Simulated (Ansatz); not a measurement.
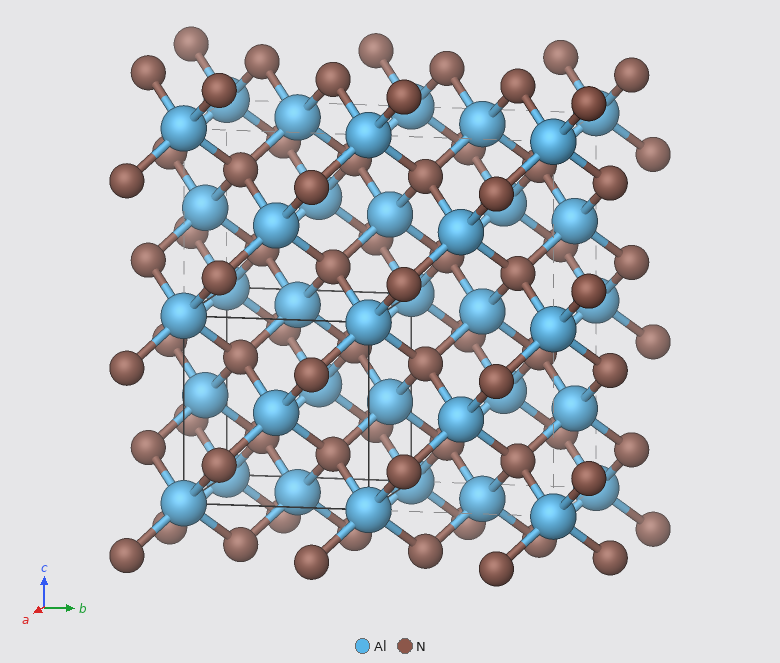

AlN (space group F-43m, No. 216). Coordinates: the input geometry of an electronic-structure calculation (not necessarily at equilibrium).

Bonds are taken as Al–N below 2.1 Å. The graph is simplified in the usual way: terminal and isolated atoms are pruned, two-connected atoms become edges.

What kind of net remains, and which atoms are its nodes?

Answer. A uninodal 4-connected, three-periodic net: Al and N are 4-connected nodes.

Which named net is it?

Answer. It is the dia net, known from diamond, zinc blende and cristobalite.

Is the net interpenetrated?

Answer. It is a single net, without interpenetration.

Give the first six terms of the coordination sequence (nodes one, two, three … edges away).

Answer. Al and N: 4, 12, 24, 42, 64, 92.

How many nodes does the smallest cycle have?

Answer. Six.
